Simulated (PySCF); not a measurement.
# OsBr6 (-3): ligand-field states, spin distribution, part 1 of 2

Wanted: ligand-field states, spin distribution for OsBr6 (-3).

Programs: PySCF 2.14.0, with routines of our own; each step states its level. All values are computed. Atoms count from 0.

### Step 1. The starting structure

7 atoms, charge -3, states of the metal's open shell are computed; geometry from: model start, shaken.

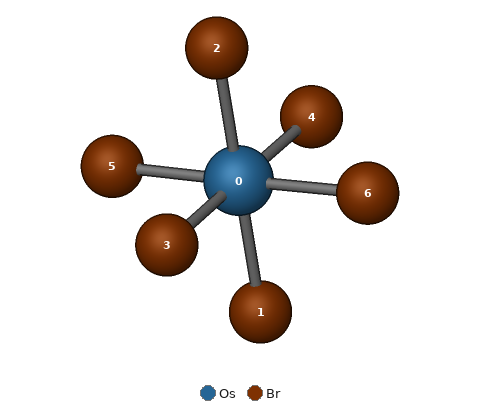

The starting geometry (osmium blue, bromine brown); sticks join atoms by distance alone.

### Step 2. Geometry optimisation at PBE0-D3(BJ)/def2-SVP

Job settings and geometry (Å):

```
{"job": {"xc": "PBE0", "basis": "def2-SVP", "d3": "d3bj", "grid": 1, "maxiter": 45, "solvent": "water", "kind": "geom"}, "charge": -3, "metal": "Os", "open_shell": "d5"}
Os     0.000020     0.004480    -0.004110
Br    -0.013360    -0.006820     2.465130
Br     0.000900     0.020100    -2.487380
Br     2.470690     0.007350     0.005350
Br    -2.478420    -0.013960    -0.000440
Br     0.010430     2.459840    -0.006860
Br    -0.028520    -2.499340    -0.027630
```

Run with:

```bash
$ OMP_NUM_THREADS=1 python lf_run.py task.json out
```

The driver reads the jobs from task.json and runs them one after another.

Log:

```text
step   0  E = -15532.66747315  max force = 0.022435
step   1  E = -15532.67744068  max force = 0.003005
step   2  E = -15532.67732963  max force = 0.001719
step   3  E = -15532.67784881  max force = 0.001063
step   4  E = -15532.67801469  max force = 0.001111
step   5  E = -15532.67689640  max force = 0.005562
step   6  E = -15532.67825241  max force = 0.003363
step   7  E = -15532.67888454  max force = 0.002348
step   8  E = -15532.67907941  max force = 0.001554
step   9  E = -15532.67916271  max force = 0.002022
step  10  E = -15532.67929814  max force = 0.001029
step  11  E = -15532.67933067  max force = 0.000952
step  12  E = -15532.67933297  max force = 0.000930
step  13  E = -15532.67935244  max force = 0.000741
step  14  E = -15532.67940591  max force = 0.000604
step  15  E = -15532.67941218  max force = 0.000218
optimisation converged
```

Wall time 51 min (1 thread of Arm Neoverse V1, shared host); peak memory 2.2 GiB.

Along the way: (the energy doesn't fall at every step)

```
step  energy from step 0 (eV)  largest force component (eV/Å)
   0                   0.0000                          1.1537
   1                  -0.2712                          0.1545
   2                  -0.2682                          0.0884
   3                  -0.2823                          0.0547
   4                  -0.2868                          0.0571
   5                  -0.2564                          0.2860
   6                  -0.2933                          0.1729
   7                  -0.3105                          0.1207
   8                  -0.3158                          0.0799
   9                  -0.3181                          0.1040
  10                  -0.3218                          0.0529
  11                  -0.3227                          0.0490
  12                  -0.3227                          0.0478
  13                  -0.3233                          0.0381
  14                  -0.3247                          0.0311
  15                  -0.3249                          0.0112
```

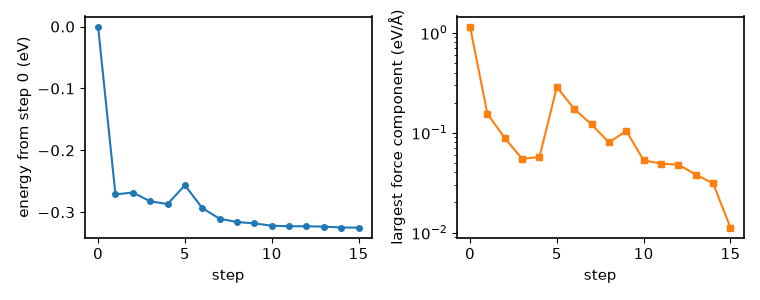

Energy and force, step by step.

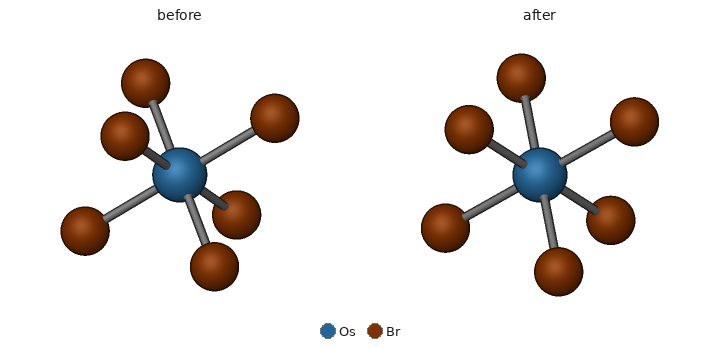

The geometry before (left) and after (right).

Close pairs (by a distance rule), those that changed most:

```
   bond  before (Å)  after (Å)  change (Å)
Os0–Br5       2.455      2.562      +0.107
Os0–Br1       2.469      2.564      +0.094
Os0–Br3       2.471      2.564      +0.093
Os0–Br4       2.479      2.564      +0.086
Os0–Br2       2.483      2.564      +0.081
Os0–Br6       2.504      2.564      +0.060
```

The end geometry:

```
atom     x (Å)     y (Å)     z (Å)
 Os0  -0.00501  -0.00348  -0.00760
 Br1  -0.30654  -0.25547   2.52580
 Br2   0.29601   0.24799  -2.54190
 Br3   2.53154  -0.27757   0.24430
 Br4  -2.54227   0.26841  -0.26015
 Br5   0.26659   2.52573   0.29978
 Br6  -0.27857  -2.53396  -0.31617
```

```
                         at the end point                                              value
  point group (found at 0.08 Å tolerance)  Oh (approximate: the rotational constants differ)
rotational constants (GHz, main isotopes)                                0.245, 0.245, 0.241
                                     ⟨S²⟩                                              0.757
```

### Step 3. Ligand-field states: state-averaged CASSCF in water

Job settings and geometry (Å):

```
{"job": {"kind": "lf", "basis": {"metal": "x2c-TZVPall", "ligand": "x2c-SVPall"}, "nevpt": true, "solvent": "water"}, "charge": -3, "metal": "Os", "open_shell": "d5"}
Os     0.000000     0.000000     0.000000
Br     2.563646     0.000000     0.000000
Br    -2.563646    -0.000000    -0.000000
Br    -0.000000     2.563646     0.000000
Br     0.000000    -2.563646    -0.000000
Br    -0.000000    -0.000000     2.563646
Br     0.000000     0.000000    -2.563646
```

Method: state-averaged CASSCF of the metal d shell, SC-NEVPT2 on the averaged canonical orbitals, state-interaction spin-orbit coupling.

Log:

```text
basis functions 273, electrons 289, active (5e, 5o)
stage 1: DIIS on the effective Fock matrix, level shift 0.30
cycle   1  E = -32871.1371010655  dE = -3.287e+04  max|g| = 2.126e+00
cycle   2  E = -32874.7749437706  dE = -3.638e+00  max|g| = 1.259e+00
cycle   3  E = -32876.5003023677  dE = -1.725e+00  max|g| = 7.357e-01
cycle   4  E = -32876.8809147482  dE = -3.806e-01  max|g| = 7.067e-02
cycle   5  E = -32876.8916751920  dE = -1.076e-02  max|g| = 1.984e-02
cycle   6  E = -32876.8932498707  dE = -1.575e-03  max|g| = 1.125e-02
cycle   7  E = -32876.8935982784  dE = -3.484e-04  max|g| = 5.114e-03
cycle   8  E = -32876.8937128388  dE = -1.146e-04  max|g| = 2.860e-03
cycle   9  E = -32876.8937473025  dE = -3.446e-05  max|g| = 1.515e-03
cycle  10  E = -32876.8937546278  dE = -7.325e-06  max|g| = 6.909e-04
cycle  11  E = -32876.8937572298  dE = -2.602e-06  max|g| = 3.595e-04
cycle  12  E = -32876.8937578644  dE = -6.346e-07  max|g| = 3.003e-04
cycle  13  E = -32876.8937580971  dE = -2.328e-07  max|g| = 1.955e-04
cycle  14  E = -32876.8937581832  dE = -8.607e-08  max|g| = 1.414e-04
cycle  15  E = -32876.8937582198  dE = -3.657e-08  max|g| = 9.974e-05
cycle  16  E = -32876.8937582359  dE = -1.612e-08  max|g| = 7.879e-05
cycle  17  E = -32876.8937582437  dE = -7.763e-09  max|g| = 5.397e-05
cycle  18  E = -32876.8937582467  dE = -3.034e-09  max|g| = 4.488e-05
cycle  19  E = -32876.8937582486  dE = -1.943e-09  max|g| = 3.283e-05
cycle  20  E = -32876.8937582495  dE = -8.949e-10  max|g| = 3.256e-05
cycle  21  E = -32876.8937582503  dE = -7.858e-10  max|g| = 2.588e-05
cycle  22  E = -32876.8937582508  dE = -4.511e-10  max|g| = 2.296e-05
cycle  23  E = -32876.8937582510  dE = -2.619e-10  max|g| = 2.065e-05
cycle  24  E = -32876.8937582513  dE = -2.328e-10  max|g| = 1.484e-05
cycle  25  E = -32876.8937582515  dE = -1.892e-10  max|g| = 1.346e-05
cycle  26  E = -32876.8937582516  dE = -1.310e-10  max|g| = 1.211e-05
cycle  27  E = -32876.8937582517  dE = -1.019e-10  max|g| = 1.028e-05
cycle  28  E = -32876.8937582518  dE = -8.004e-11  max|g| = 1.161e-05
cycle  29  E = -32876.8937582518  dE = -6.548e-11  max|g| = 1.020e-05
cycle  30  E = -32876.8937582519  dE = -4.366e-11  max|g| = 8.832e-06
converged average energy = -32876.8937582519

 mult deg   label        CASSCF/cm-1   NEVPT2/cm-1
   2   3   2T2g                0.0           0.0
   4   3   4T1g             7006.8       13371.7
   4   3   4T2g            11598.2       17127.3
   6   1   6A1g             6519.3       19885.5
   2   3   2T1g            15251.2       21055.8
   2   1   2A2g            16340.9       22267.9
   2   3   2T2g            17983.9       23666.4
   2   2   2Eg             19655.1       25033.3
   2   3   2T2g            24285.2       27853.9
   2   3   2T1g            23486.0       28157.0
   2   1   2A1g            27200.4       31491.1
   4   1   4A1g            23543.7       34521.9
   4   2   4Eg             24438.9       35235.1
   2   2   2Eg             30766.3       37630.6
   4   3   4T2g            27706.6       38301.7
   4   2   4Eg             28779.0       38595.5
   2   1   2A1g            32170.7       41817.7
   4   1   4A2g            34606.5       42320.2
   2   3   2T2g            34329.2       44259.1
   2   2   2Eg             36924.2       45442.5
   4   3   4T1g            36633.9       45887.5
   2   3   2T1g            38438.9       47459.2
   2   3   2T2g            38812.9       47503.4
   2   1   2A2g            39832.5       48043.4
   2   3   2T1g            39932.3       48192.5
   2   1   2A1g            42143.0       49084.9
   2   2   2Eg             43744.4       50186.6
   2   3   2T1g            46520.0       54424.3
   2   2   2Eg             50354.8       55028.9
   2   3   2T2g            48217.1       55867.0
   4   3   4T1g            48720.3       61465.9
   4   3   4T2g            53448.3       65234.3
   2   3   2T1g            55282.4       65781.4
   2   3   2T1g            59317.8       66091.0
   2   3   2T2g            59128.1       66903.3
   2   1   2A2g            57679.0       69914.4
   2   3   2T2g            63935.4       71570.4
   2   2   2Eg             62323.1       72848.1
   2   3   2T2g            65440.7       74235.5
   2   3   2T1g            71684.7       77445.1
   2   1   2A1g            70357.4       79043.5
   2   2   2Eg             83333.5       88105.7
   2   3   2T2g            86736.1       96005.9

spin-orbit levels / cm-1
      0.00  x2  2T2g 0.88 4T1g 0.08
   6154.94  x4  2T2g 0.90 4T1g 0.06
  15307.09  x4  4T1g 0.65 4T2g 0.13 6A1g 0.12
  17152.58  x2  4T1g 0.69 6A1g 0.18 2T2g 0.07
  18427.62  x4  4T1g 0.80 4T2g 0.12
  19410.84  x2  4T1g 0.86 4T2g 0.10
  21948.95  x2  4T2g 0.83 4T1g 0.10
  22239.15  x4  4T2g 0.62 4T1g 0.12 2T1g 0.09
  22372.67  x4  4T2g 0.76 2T2g 0.08 4T1g 0.08
  22375.09  x2  4T2g 0.76 2A2g 0.11 2T2g 0.04
  24580.95  x4  2T1g 0.69 4T2g 0.15 2Eg 0.05
  26687.11  x2  2T2g 0.35 6A1g 0.31 2A2g 0.21
  26886.02  x4  6A1g 0.75 4T1g 0.14 2Eg 0.03
  27148.37  x2  2T1g 0.79 2T1g 0.12
  27202.31  x2  6A1g 0.46 2A2g 0.22 4T1g 0.12
  29487.21  x2  2T2g 0.37 2A2g 0.36 4T2g 0.17
  29813.25  x4  2T2g 0.48 2T2g 0.29 2T1g 0.06
  30894.54  x4  2Eg 0.42 2T2g 0.23 2T2g 0.09
  31413.21  x4  2Eg 0.38 2T2g 0.16 2T1g 0.16
  33850.42  x2  2T1g 0.68 2T1g 0.14 2A1g 0.08
```

It took 2.7 min on 1 thread of Arm Neoverse V1, shared host; peak memory 1.6 GiB.

Warnings kept with the result: strongly covalent, metal-shell active space is small for this complex.

In short:

```
             quantity      value
spin-orbit constant ζ  3000 cm⁻¹
```

Powder susceptibility:

```
T (K)  χT (cm³ K/mol)  μ(eff)
    2           0.420    1.83
    5           0.420    1.83
   10           0.421    1.84
   20           0.424    1.84
   30           0.426    1.85
   50           0.430    1.85
   75           0.436    1.87
  100           0.442    1.88
  150           0.453    1.90
  200           0.464    1.93
  250           0.475    1.95
  300           0.487    1.97
```

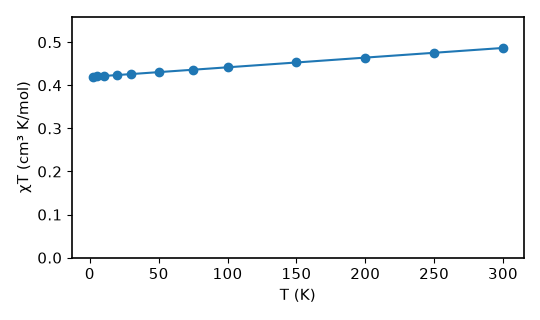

χT against temperature.

Orbitals, density, ELF and potential are computed afterwards from the orbital file.

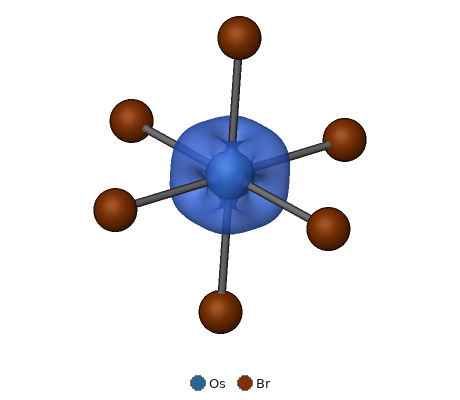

Spin density at ±0.08 e/Å³ (alpha excess blue, beta excess red).

In these pictures sticks join atoms by distance alone, so bonds to metals can be missing or extra.

### Step 4. Spin distribution: unrestricted DFT, spin states

Job settings and geometry (Å):

```
{"job": {"kind": "spin", "xc": "TPSSh"}, "charge": -3, "metal": "Os", "open_shell": "d5"}
Os     0.000000     0.000000     0.000000
Br     2.563646     0.000000     0.000000
Br    -2.563646    -0.000000    -0.000000
Br    -0.000000     2.563646     0.000000
Br     0.000000    -2.563646    -0.000000
Br    -0.000000    -0.000000     2.563646
Br     0.000000     0.000000    -2.563646
```

With the program's defaults for keys left out, this is: unrestricted DFT energies of the spin multiplicities at one geometry, beside CASSCF and NEVPT2 of the metal shell.

Log:

```text
multiplicity 6
final grid: 94216 points
cycle   1  E = -32892.0726736704  dE = -4.850e-02  |g| = 3.697e-01  |ddm| = 8.135e-01
cycle   2  E = -32891.9315493565  dE =  1.411e-01  |g| = 6.186e-01  |ddm| = 9.101e-01
cycle   3  E = -32892.0955802842  dE = -1.640e-01  |g| = 2.212e-01  |ddm| = 7.820e-01
cycle   4  E = -32892.1104656670  dE = -1.489e-02  |g| = 1.320e-02  |ddm| = 1.700e-01
cycle   5  E = -32892.1105062735  dE = -4.061e-05  |g| = 6.262e-03  |ddm| = 2.368e-02
cycle   6  E = -32892.1105211330  dE = -1.486e-05  |g| = 3.826e-04  |ddm| = 6.331e-03
cycle   7  E = -32892.1105211785  dE = -4.545e-08  |g| = 1.762e-04  |ddm| = 4.978e-04
converged SCF energy = -32892.1105211785
multiplicity 4
final grid: 94216 points
cycle   1  E = -32892.1269329681  dE = -7.611e-02  |g| = 3.207e-01  |ddm| = 7.669e-01
cycle   2  E = -32892.0781673323  dE =  4.877e-02  |g| = 3.924e-01  |ddm| = 5.479e-01
cycle   3  E = -32892.1041588866  dE = -2.599e-02  |g| = 3.294e-01  |ddm| = 6.032e-01
cycle   4  E = -32892.1444757688  dE = -4.032e-02  |g| = 1.247e-02  |ddm| = 2.537e-01
cycle   5  E = -32892.1446192940  dE = -1.435e-04  |g| = 6.208e-03  |ddm| = 4.335e-02
cycle   6  E = -32892.1447610965  dE = -1.418e-04  |g| = 3.304e-03  |ddm| = 4.591e-02
cycle   7  E = -32892.1448177817  dE = -5.669e-05  |g| = 3.296e-03  |ddm| = 1.995e-02
cycle   8  E = -32892.1446117202  dE =  2.061e-04  |g| = 3.241e-03  |ddm| = 7.318e-02
cycle   9  E = -32892.1440262331  dE =  5.855e-04  |g| = 4.683e-03  |ddm| = 2.601e-01
cycle  10  E = -32892.1440708200  dE = -4.459e-05  |g| = 4.610e-03  |ddm| = 2.684e-02
cycle  11  E = -32892.1440916788  dE = -2.086e-05  |g| = 3.816e-03  |ddm| = 7.353e-03
cycle  12  E = -32892.1438935158  dE =  1.982e-04  |g| = 1.874e-03  |ddm| = 1.811e-01
cycle  13  E = -32892.1438999483  dE = -6.433e-06  |g| = 3.836e-03  |ddm| = 2.922e-02
cycle  14  E = -32892.1438851889  dE =  1.476e-05  |g| = 2.189e-03  |ddm| = 3.750e-02
cycle  15  E = -32892.1438888822  dE = -3.693e-06  |g| = 8.143e-04  |ddm| = 1.502e-02
cycle  16  E = -32892.1438794174  dE =  9.465e-06  |g| = 6.969e-04  |ddm| = 5.546e-02
cycle  17  E = -32892.1438798195  dE = -4.021e-07  |g| = 3.790e-04  |ddm| = 2.329e-02
converged SCF energy = -32892.1438798195
multiplicity 2
final grid: 94216 points
cycle   1  E = -32892.1857553951  dE = -8.359e-02  |g| = 3.291e-01  |ddm| = 7.277e-01
cycle   2  E = -32892.1768409014  dE =  8.914e-03  |g| = 3.206e-01  |ddm| = 3.253e-01
cycle   3  E = -32892.1770894941  dE = -2.486e-04  |g| = 2.140e-01  |ddm| = 3.322e-01
cycle   4  E = -32892.1966099248  dE = -1.952e-02  |g| = 1.252e-02  |ddm| = 1.847e-01
cycle   5  E = -32892.1966915566  dE = -8.163e-05  |g| = 2.765e-03  |ddm| = 2.054e-02
cycle   6  E = -32892.1967301353  dE = -3.858e-05  |g| = 1.776e-03  |ddm| = 2.040e-02
cycle   7  E = -32892.1967652793  dE = -3.514e-05  |g| = 1.710e-03  |ddm| = 2.050e-02
cycle   8  E = -32892.1968312517  dE = -6.597e-05  |g| = 1.494e-03  |ddm| = 4.164e-02
cycle   9  E = -32892.1969284261  dE = -9.717e-05  |g| = 1.294e-03  |ddm| = 7.346e-02
cycle  10  E = -32892.1969598884  dE = -3.146e-05  |g| = 1.063e-03  |ddm| = 2.825e-02
cycle  11  E = -32892.1970367261  dE = -7.684e-05  |g| = 1.928e-03  |ddm| = 1.138e-01
cycle  12  E = -32892.1970362717  dE =  4.544e-07  |g| = 7.166e-04  |ddm| = 1.419e-02
converged SCF energy = -32892.1970362717
```

It took 6.7 min on 1 thread of Arm Neoverse V1, shared host; peak memory 1.5 GiB.

### Step 5. Spin distribution: unrestricted DFT, spin states

The job, as its differences from that of step 4:

```diff
@@ -1,2 +1,2 @@
-{"job": {"kind": "spin", "xc": "TPSSh"}, "charge": -3, "metal": "Os", "open_shell": "d5"}
+{"job": {"kind": "spin", "xc": "B3LYP"}, "charge": -3, "metal": "Os", "open_shell": "d5"}
 Os     0.000000     0.000000     0.000000
```

With the program's defaults for keys left out, this is: unrestricted DFT energies of the spin multiplicities at one geometry, beside CASSCF and NEVPT2 of the metal shell.

Log:

```text
multiplicity 6
final grid: 94216 points
cycle   1  E = -32891.3011156446  dE = -6.709e-02  |g| = 3.155e-01  |ddm| = 8.868e-01
cycle   2  E = -32891.2444805636  dE =  5.664e-02  |g| = 4.029e-01  |ddm| = 6.480e-01
cycle   3  E = -32891.3053206212  dE = -6.084e-02  |g| = 2.298e-01  |ddm| = 5.977e-01
cycle   4  E = -32891.3233440046  dE = -1.802e-02  |g| = 1.069e-02  |ddm| = 1.815e-01
cycle   5  E = -32891.3233826462  dE = -3.864e-05  |g| = 3.733e-03  |ddm| = 1.634e-02
cycle   6  E = -32891.3233871335  dE = -4.487e-06  |g| = 1.504e-04  |ddm| = 3.666e-03
cycle   7  E = -32891.3233871577  dE = -2.418e-08  |g| = 8.122e-05  |ddm| = 4.940e-04
converged SCF energy = -32891.3233871577
multiplicity 4
final grid: 94216 points
cycle   1  E = -32891.3482608768  dE = -8.566e-02  |g| = 2.963e-01  |ddm| = 8.572e-01
cycle   2  E = -32891.3435467370  dE =  4.714e-03  |g| = 2.094e-01  |ddm| = 3.398e-01
cycle   3  E = -32891.3401333280  dE =  3.413e-03  |g| = 2.129e-01  |ddm| = 3.495e-01
cycle   4  E = -32891.3585733219  dE = -1.844e-02  |g| = 1.072e-02  |ddm| = 1.760e-01
cycle   5  E = -32891.3586789146  dE = -1.056e-04  |g| = 3.749e-03  |ddm| = 2.592e-02
cycle   6  E = -32891.3587920862  dE = -1.132e-04  |g| = 2.758e-03  |ddm| = 3.517e-02
cycle   7  E = -32891.3588471317  dE = -5.505e-05  |g| = 2.724e-03  |ddm| = 1.757e-02
cycle   8  E = -32891.3587515542  dE =  9.558e-05  |g| = 2.688e-03  |ddm| = 3.089e-02
cycle   9  E = -32891.3582516821  dE =  4.999e-04  |g| = 3.088e-03  |ddm| = 1.930e-01
cycle  10  E = -32891.3582859611  dE = -3.428e-05  |g| = 2.829e-03  |ddm| = 1.513e-02
cycle  11  E = -32891.3579872419  dE =  2.987e-04  |g| = 6.321e-03  |ddm| = 1.866e-01
cycle  12  E = -32891.3579319969  dE =  5.525e-05  |g| = 8.055e-03  |ddm| = 7.368e-02
cycle  13  E = -32891.3581614008  dE = -2.294e-04  |g| = 4.146e-03  |ddm| = 2.075e-01
cycle  14  E = -32891.3581954438  dE = -3.404e-05  |g| = 4.057e-03  |ddm| = 2.382e-02
cycle  15  E = -32891.3581582067  dE =  3.724e-05  |g| = 4.199e-03  |ddm| = 2.354e-02
cycle  16  E = -32891.3580754715  dE =  8.274e-05  |g| = 3.777e-03  |ddm| = 1.260e-01
cycle  17  E = -32891.3580543221  dE =  2.115e-05  |g| = 3.151e-03  |ddm| = 6.567e-02
cycle  18  E = -32891.3580746672  dE = -2.035e-05  |g| = 1.685e-03  |ddm| = 1.758e-02
cycle  19  E = -32891.3580631778  dE =  1.149e-05  |g| = 1.339e-03  |ddm| = 3.284e-02
cycle  20  E = -32891.3580654528  dE = -2.275e-06  |g| = 7.238e-04  |ddm| = 7.254e-03
cycle  21  E = -32891.3580556144  dE =  9.838e-06  |g| = 7.196e-04  |ddm| = 2.061e-02
cycle  22  E = -32891.3580536282  dE =  1.986e-06  |g| = 4.892e-04  |ddm| = 6.536e-03
cycle  23  E = -32891.3580500872  dE =  3.541e-06  |g| = 3.576e-04  |ddm| = 8.750e-03
cycle  24  E = -32891.3580471554  dE =  2.932e-06  |g| = 3.110e-04  |ddm| = 8.581e-03
cycle  25  E = -32891.3580466455  dE =  5.099e-07  |g| = 2.815e-04  |ddm| = 3.561e-03
converged SCF energy = -32891.3580466455
multiplicity 2
final grid: 94216 points
cycle   1  E = -32891.3986132785  dE = -8.516e-02  |g| = 3.378e-01  |ddm| = 8.416e-01
cycle   2  E = -32891.3696208088  dE =  2.899e-02  |g| = 4.041e-01  |ddm| = 3.931e-01
cycle   3  E = -32891.3877163739  dE = -1.810e-02  |g| = 2.294e-01  |ddm| = 4.347e-01
cycle   4  E = -32891.4106276146  dE = -2.291e-02  |g| = 1.366e-02  |ddm| = 2.087e-01
cycle   5  E = -32891.4107281253  dE = -1.005e-04  |g| = 2.720e-03  |ddm| = 1.816e-02
cycle   6  E = -32891.4107454717  dE = -1.735e-05  |g| = 1.149e-03  |ddm| = 1.005e-02
cycle   7  E = -32891.4107636257  dE = -1.815e-05  |g| = 1.119e-03  |ddm| = 1.211e-02
cycle   8  E = -32891.4107823952  dE = -1.877e-05  |g| = 1.063e-03  |ddm| = 1.296e-02
cycle   9  E = -32891.4108329945  dE = -5.060e-05  |g| = 9.938e-04  |ddm| = 3.718e-02
cycle  10  E = -32891.4108967785  dE = -6.378e-05  |g| = 9.255e-04  |ddm| = 5.305e-02
cycle  11  E = -32891.4109014575  dE = -4.679e-06  |g| = 8.464e-04  |ddm| = 4.165e-03
cycle  12  E = -32891.4110058600  dE = -1.044e-04  |g| = 1.675e-03  |ddm| = 1.277e-01
cycle  13  E = -32891.4110008929  dE =  4.967e-06  |g| = 6.087e-04  |ddm| = 1.567e-02
cycle  14  E = -32891.4110288279  dE = -2.793e-05  |g| = 7.026e-04  |ddm| = 5.293e-02
cycle  15  E = -32891.4110414791  dE = -1.265e-05  |g| = 5.386e-04  |ddm| = 3.273e-02
cycle  16  E = -32891.4110464381  dE = -4.959e-06  |g| = 7.846e-04  |ddm| = 1.349e-02
cycle  17  E = -32891.4110514983  dE = -5.060e-06  |g| = 5.650e-04  |ddm| = 2.062e-02
cycle  18  E = -32891.4110545982  dE = -3.100e-06  |g| = 6.100e-04  |ddm| = 1.437e-02
cycle  19  E = -32891.4110558316  dE = -1.233e-06  |g| = 6.348e-04  |ddm| = 6.044e-03
cycle  20  E = -32891.4110586588  dE = -2.827e-06  |g| = 1.831e-04  |ddm| = 2.253e-02
cycle  21  E = -32891.4110597377  dE = -1.079e-06  |g| = 2.706e-04  |ddm| = 6.581e-03
cycle  22  E = -32891.4110603263  dE = -5.886e-07  |g| = 1.384e-04  |ddm| = 3.481e-03
converged SCF energy = -32891.4110603263
```

Wall time 8.1 min (1 thread of Arm Neoverse V1, shared host); peak memory 1.5 GiB.

(Continued in part 2 of 2.)
